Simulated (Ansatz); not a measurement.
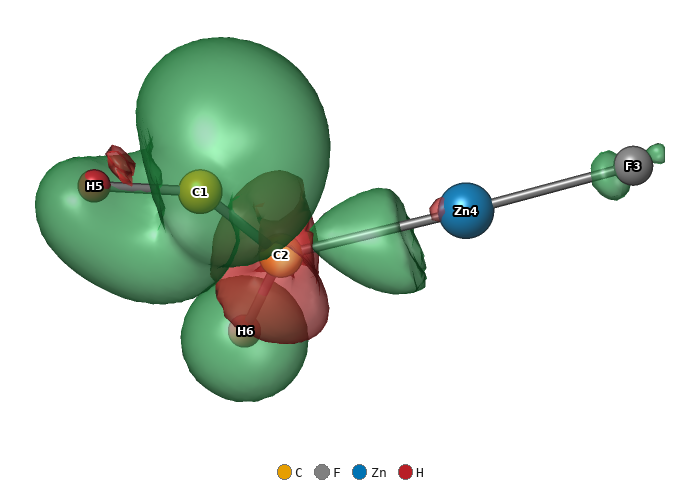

C$_{2}$H$_{2}$FZn (doublet). Isosurfaces of the spin density (α minus β) at +0.02 (green) and −0.02 e/Å³ (red), seen at an oblique angle.

Geometry: PBE0-D3(BJ)/def2-SVP.

Computed with isolated molecule in a Gaussian basis; Kohn-Sham density functional theory, functional PBE0 (Ansatz 0.2.0).

```xyz
6

C    -1.3897    2.1817    0.0139
C    -1.2625    0.9478   -0.4007
F     1.2493   -1.0401    1.3686
Zn    0.0447   -0.1188    0.5058
H    -1.9715    3.0822   -0.2000
H    -1.8730    0.5401   -1.2273
```

### Which atoms carry the spin?

The unpaired spin (1 electron) lies mostly on C1 (about 0.8) and H5 (about 0.1), in electrons by Hirshfeld's partition.
